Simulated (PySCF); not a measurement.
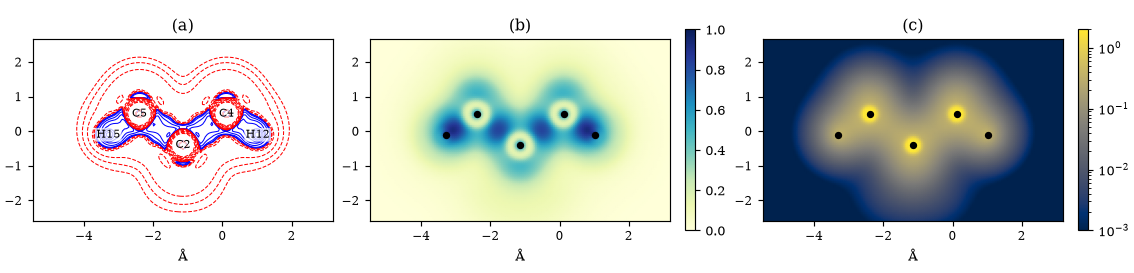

Figure 1: C5H10, triplet, SMILES `[CH]C(C)(C)C`. Three fields in the plane of C2, C4, C5, H12 and H15. (a): solid blue lines positive, dashed red lines negative.

Level of theory: PBE0/def2-SVPD (PySCF), at a geometry from GFN2-xTB. No frequency check shows the geometry to be a minimum. The stability of the open-shell solution wasn't checked. This spin state may not be the molecule's ground state. GFN2-xTB doesn't know the spin state, so this open-shell geometry is rough.

Cartesian coordinates (Å):

```
C1       0.3468    0.0087   -1.5261
C2       0.0049   -0.0008   -0.1189
C3      -1.5206   -0.0765    0.0585
C4       0.6527   -1.2230    0.5763
C5       0.5227    1.2896    0.5633
H6       1.2764    0.0484   -2.0484
H7      -1.7787   -0.0781    1.1150
H8      -1.9978    0.7774   -0.4117
H9      -1.9067   -0.9839   -0.4025
H10      1.7349   -1.1856    0.4774
H11      0.3964   -1.2240    1.6336
H12      0.2946   -2.1459    0.1277
H13      0.2671    1.2750    1.6206
H14      1.6030    1.3629    0.4642
H15      0.0715    2.1658    0.1053
```

Question: The panels show, in some order, the localised orbital locator (LOL), negative Laplacian of the density (−∇²ρ) and electron density. Which is which?

Answer: (a) is the negative Laplacian of the density (−∇²ρ): shells alternate in sign around each nucleus and valence concentrations outline the bonding and non-bonding pairs. (b) is the localised orbital locator (LOL): it runs from 0 to 1, peaks where electrons are localised, as in bonds, and fades smoothly outside. (c) is the electron density: it is positive everywhere and peaks at the nuclei.
